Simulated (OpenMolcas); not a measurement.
**Multiconfigurational calculation for Tc⁴⁺ complex (part 2 of 2)**

Continued. System: Tc⁴⁺ with 6 ligands (NH3; octahedron, 2.06 Å), with no charges around it. Method: state-averaged CASSCF, active space 3 electrons in the shell 4d, basis ANO-RCC-VDZP on the metal and ANO-RCC-VDZP on the ligands, DKH2 scalar Hamiltonian, spin-orbit coupling by RASSI with atomic mean-field integrals (OpenMolcas).

Log (extracts), continued:
```
--- RASSI ---
SPIN-FREE ENERGIES:
  (Shifted by EMIN (a.u.) =      -4618.3383039953)

 SF State       Relative EMIN(au)   Rel lowest level(eV)    D:o, cm**(-1)

     1             0.0000000000        0.0000000000              0.0000
    11             0.0720878792        1.9616111247          15821.4607
    12             0.0720878792        1.9616111247          15821.4607
    13             0.0736513414        2.0041550997          16164.6010
    14             0.0738131993        2.0085594757          16200.1247
    15             0.0738131993        2.0085594757          16200.1247
    16             0.1160751472        3.1585656639          25475.5501
    17             0.1160751472        3.1585656639          25475.5501
    18             0.1163816185        3.1669051719          25542.8128
     2             0.2070256457        5.6334548066          45436.8773
     3             0.2076831788        5.6513471961          45581.1891
     4             0.2076831788        5.6513471961          45581.1891
     5             0.2418602577        6.5813528895          53082.1909
     6             0.2424740593        6.5980552831          53216.9048
     7             0.2424740593        6.5980552831          53216.9048
    19             0.2610847965        7.1044792398          57301.4895
    20             0.2622723640        7.1367945984          57562.1304
    21             0.2628134935        7.1515194820          57680.8946
    22             0.2628134935        7.1515194820          57680.8946
    23             0.2711229848        7.3776322590          59504.6171
    24             0.2711229848        7.3776322590          59504.6171
    25             0.2715192521        7.3884152418          59591.5878
    26             0.2805588793        7.6343960304          61575.5566
    27             0.2805588793        7.6343960304          61575.5566
    28             0.2882903523        7.8447801270          63272.4188
    29             0.2886248119        7.8538812365          63345.8242
    30             0.2886248119        7.8538812365          63345.8242
    31             0.3116116572        8.4793851630          68390.8536
    32             0.3116116572        8.4793851630          68390.8536
    33             0.3123307129        8.4989516651          68548.6681
    34             0.3217765826        8.7559868744          70621.7969
    35             0.3752240189       10.2103657059          82352.1532
    36             0.3752240189       10.2103657059          82352.1532
     8             0.4282142947       11.6523045693          93982.1745
    10             0.4297620132       11.6944201363          94321.8594
     9             0.4297620132       11.6944201363          94321.8594
    37             0.4707427318       12.8095622972         103316.0875
    38             0.4718911618       12.8408126685         103568.1388
    39             0.4718911618       12.8408126685         103568.1388
    40             0.4773231939       12.9886257922         104760.3320
Eigenvalues of complex Hamiltonian:
   -----------------------------------
  (Shifted by EMIN (a.u.) =      -4618.3383039953)

 SO State       Relative EMIN(au)   Rel lowest level(eV)    D:o, cm**(-1)

     1            -0.0003798784        0.0000000000              0.0000
     2            -0.0003798784        0.0000000000              0.0000
     3            -0.0003779070        0.0000536453              0.4327
     4            -0.0003779070        0.0000536453              0.4327
     5             0.0714642922        1.9549794748          15767.9729
     6             0.0714642922        1.9549794748          15767.9729
     7             0.0716900047        1.9611214244          15817.5110
     8             0.0716900047        1.9611214244          15817.5110
     9             0.0730082063        1.9969915182          16106.8228
    10             0.0730082063        1.9969915182          16106.8228
    11             0.0730454553        1.9980051158          16114.9980
    12             0.0730454553        1.9980051158          16114.9980
    13             0.0738326662        2.0194262151          16287.7709
    14             0.0738326662        2.0194262151          16287.7709
    15             0.1159602608        3.1657764635          25533.7092
    16             0.1159602608        3.1657764635          25533.7092
    17             0.1161300358        3.1703962775          25570.9705
    18             0.1161300358        3.1703962775          25570.9705
    19             0.1169160809        3.1917856529          25743.4874
    20             0.1169160809        3.1917856529          25743.4874
    21             0.2055588883        5.6038793222          45198.3349
    22             0.2055588883        5.6038793222          45198.3349
    23             0.2063679082        5.6258938759          45375.8942
    24             0.2063679082        5.6258938759          45375.8942
    25             0.2067491382        5.6362676740          45459.5646
    26             0.2067491382        5.6362676740          45459.5646
    27             0.2080675752        5.6721441708          45748.9280
    28             0.2080675752        5.6721441708          45748.9280
    29             0.2081651699        5.6747998600          45770.3476
    30             0.2081651699        5.6747998600          45770.3476
    31             0.2085448796        5.6851322854          45853.6842
    32             0.2085448796        5.6851322854          45853.6842
    33             0.2407526893        6.5615514363          52922.4814
    34             0.2407526893        6.5615514363          52922.4814
    35             0.2416020686        6.5846642228          53108.8986
    36             0.2416020686        6.5846642228          53108.8986
    37             0.2420370069        6.5964994979          53204.3565
    38             0.2420370069        6.5964994979          53204.3565
    39             0.2428145511        6.6176575545          53375.0078
    40             0.2428145511        6.6176575545          53375.0078
    41             0.2429999792        6.6227033086          53415.7045
Weights of the five most important spin-orbit-free states for each spin-orbit state.

 SO State  Total energy (au)           Spin-free states, spin, and weights
 -------------------------------------------------------------------------------------------------------
    1        -0.000380       1 1.5  0.9975   17 0.5  0.0007   16 0.5  0.0007    2 1.5  0.0004    3 1.5  0.0001
    2        -0.000380       1 1.5  0.9975   16 0.5  0.0007   17 0.5  0.0007    2 1.5  0.0004    4 1.5  0.0001
    3        -0.000378       1 1.5  0.9976   18 0.5  0.0010    3 1.5  0.0003    4 1.5  0.0003   17 0.5  0.0002
    4        -0.000378       1 1.5  0.9976   18 0.5  0.0010    4 1.5  0.0003    3 1.5  0.0003   16 0.5  0.0002
    5         0.071464      11 0.5  0.4923   12 0.5  0.4923   14 0.5  0.0047   15 0.5  0.0047   17 0.5  0.0020
    6         0.071464      11 0.5  0.4923   12 0.5  0.4923   14 0.5  0.0047   15 0.5  0.0047   17 0.5  0.0020
    7         0.071690      12 0.5  0.4905   11 0.5  0.4905   13 0.5  0.0069   15 0.5  0.0034   14 0.5  0.0034
    8         0.071690      12 0.5  0.4905   11 0.5  0.4905   13 0.5  0.0069   14 0.5  0.0034   15 0.5  0.0034
    9         0.073008      13 0.5  0.7705   15 0.5  0.1042   14 0.5  0.1042   18 0.5  0.0056   11 0.5  0.0056
   10         0.073008      13 0.5  0.7705   15 0.5  0.1042   14 0.5  0.1042   18 0.5  0.0056   11 0.5  0.0056
   11         0.073045      14 0.5  0.4905   15 0.5  0.4905   12 0.5  0.0047   11 0.5  0.0047   16 0.5  0.0041
   12         0.073045      14 0.5  0.4905   15 0.5  0.4905   12 0.5  0.0047   11 0.5  0.0047   16 0.5  0.0041
```

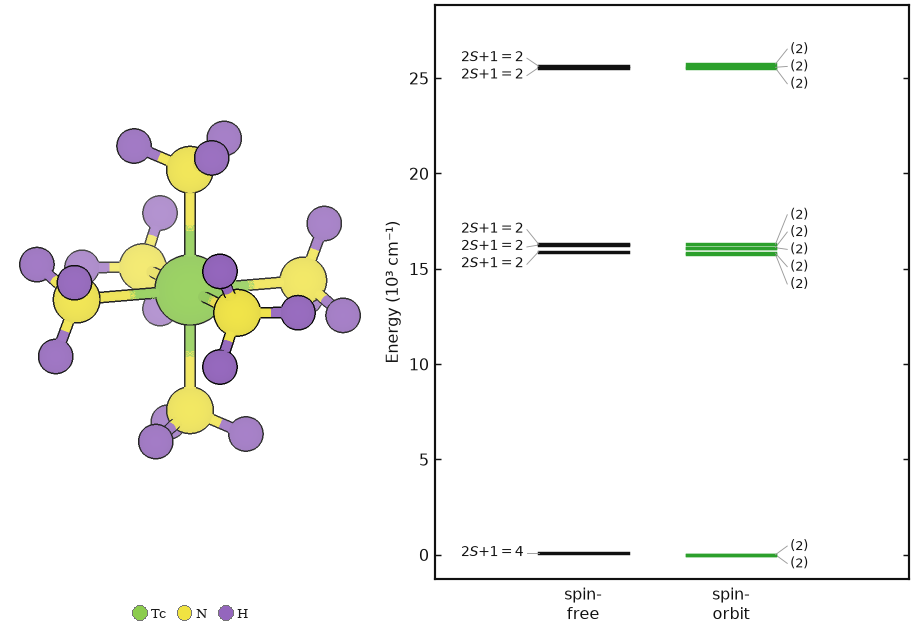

*Tc⁴⁺ (4d³) with 6 ligands, NH₃, at 2.06 Å (arrangement: octahedron, Ci), and its levels. Labels give the representation in O, Td, D4 or D3 as the site allows (double group for half-integer spin) where it could be assigned and, in brackets, the degeneracy; spin-free states, where drawn, share the zero of the spin-orbit levels.*

The ground level is a Kramers doublet, 100 % from states of spin multiplicity 4. Its principal g values are 0.00, 0.00 and 5.90, easy-axis. The next level lies at 0.43 cm⁻¹. The active orbitals hold 67 to 92 % metal character (Löwdin), and the Mulliken charge of the metal is +2.13.

Outcome of the run: converged.
